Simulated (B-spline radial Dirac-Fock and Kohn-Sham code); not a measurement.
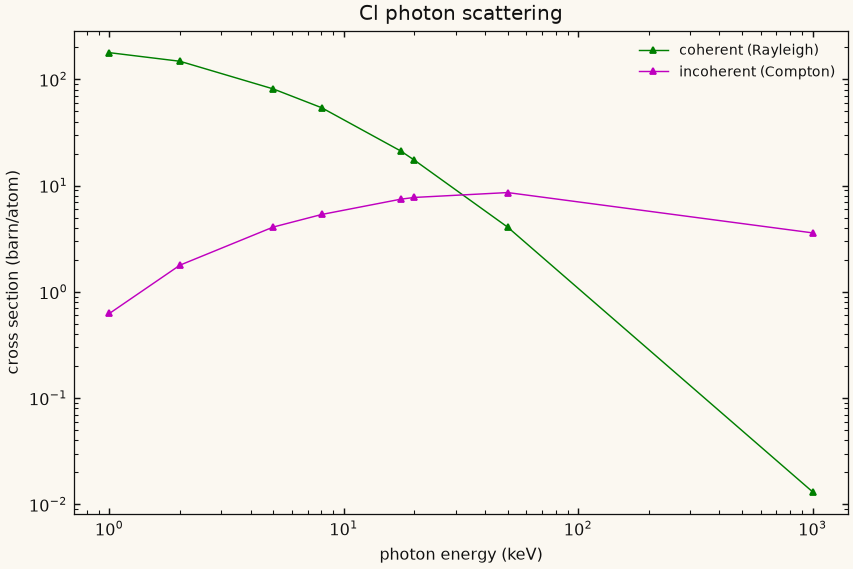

Coherent and incoherent photon scattering cross sections against photon energy, computed at the marked points and joined by straight lines. It refers to atomic Cl ([Ne] 3s1 3p6), which is not the ground configuration. Method: Thomson × f² and Klein–Nishina × S on Dirac–Fock densities, without anomalous dispersion (computed with a radial B-spline solver).

Q: Where does Compton scattering overtake Rayleigh scattering?

A: Between 20.0 keV and 50.0 keV.

Q: What are the two cross sections at 50.00 keV?

A: Coherent 4.06 b, incoherent 8.59 b.
